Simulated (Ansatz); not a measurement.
Take ZnCu2SnS4 (space group I-4, No. 82; a = 5.4145 Å, c = 10.8227 Å) as the base. Axes: x, y, z lie along a, b, c of the conventional cell.

Structures relaxed with r2SCAN (Ansatz, a program for electronic structure, PAW, scalar-relativistic without spin-orbit coupling), earlier PAW set.

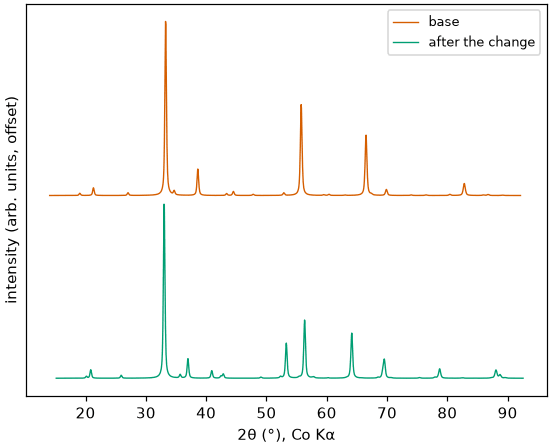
Figure: Simulated powder patterns before (top) and after one change

Q: Name the change that was made.
A. uniaxial strain ε_zz = +1.45 %
B. biaxial strain −1.12 %, plane normal [001], relaxed out of plane
C. biaxial strain +4.26 %, plane normal [001], relaxed out of plane
D. biaxial strain +1.23 %, plane normal [001], relaxed out of plane

A: C, biaxial strain +4.26 %, plane normal [001], relaxed out of plane. Its volume per atom is 20.40 Å³ against 19.83 Å³, and its space group is I-4 (No. 82).

Whether these cells are dynamically stable was not tested. All final runs are without spin polarisation.
